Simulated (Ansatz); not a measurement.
## Convergence study of the k-point mesh at a smearing width of 0.02 eV for Ni (Fm-3m, 1 atom in the cell)

```xyz
1
Lattice="0.0000 1.7547 1.7547 1.7547 0.0000 1.7547 1.7547 1.7547 0.0000" Properties=species:S:1:pos:R:3 pbc="T T T"
Ni     0.0000     0.0000     0.0000
```
Moments meant for the start (each program seeds them in its own way; μB, in the order of the atoms Ni): 1.0.

Method of the run: PBE, PAW files (plane waves; Ansatz, an electronic-structure program).

Base settings: basis.ecutwfc = 30.9 Ry; kpoints.mp_grid.grid = 16 16 16; hamiltonian.xc = pbe; hamiltonian.pseudopotentials = {kind: paw} (the program's default PAW files); magnetization.spin_polarized = true; scf.occupations.method = gaussian; scf.occupations.width = 0.0073 Ry.

In this ladder: scf.occupations.width = 0.0015 Ry.

Only quantities that move along the ladder and can be compared are tabulated.

The count of work is k-points × plane waves × bands × iterations; it is no time. 

The starting cell has typed, rounded lattice constants, without a prior relaxation at this level. Its lattice was rescaled by up to half a per cent. With one magnetic atom in the cell only a parallel order is possible. Ansatz's pressure includes its estimate of the finite-basis (Pulay) stress.

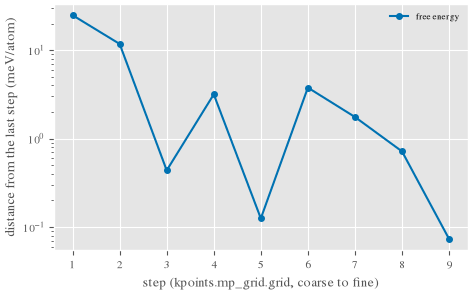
Distance from the last step along the ladder; very small values are drawn at a floor.

| kpoints.mp_grid.grid | free energy less the last step's (meV/atom) | pressure (GPa) | net moment (μB/atom) | count of work / last |
|---|---|---|---|---|
| 6 6 6 | -24.83 | 0.73 | 0.639 | 0.010 |
| 7 7 7 | 11.76 | 2.37 | 0.706 | 0.016 |
| 8 8 8 | 0.44 | 1.82 | 0.699 | 0.018 |
| 10 10 10 | -3.17 | 2.14 | 0.734 | 0.030 |
| 12 12 12 | -0.13 | 2.02 | 0.691 | 0.045 |
| 14 14 14 | 3.77 | 1.29 | 0.585 | 0.11 |
| 18 18 18 | -1.76 | 1.44 | 0.623 | 0.15 |
| 21 21 21 | 0.72 | 1.46 | 0.618 | 0.25 |
| 31 31 31 | 0.07 | 1.66 | 0.653 | 0.52 |
| 38 38 38 | 0.00 | 1.65 | 0.648 | 1.0 |

Coarsest kpoints.mp_grid.grid that holds the free energy within 2 meV/atom of the last step, with all finer ones: 18 18 18, at 0.15 of the last step's count of work; the step before is off by 3.8 meV/atom.

Coarsest kpoints.mp_grid.grid that holds the net moment within 0.02 μB/atom of the last step, with all finer ones: 31 31 31; the step before is off by 0.030 μB/atom.

Coarsest kpoints.mp_grid.grid that holds the pressure within 0.05 GPa of the last step, with all finer ones: 31 31 31; the step before is off by 0.19 GPa.

Keys are those of Ansatz 0.2.
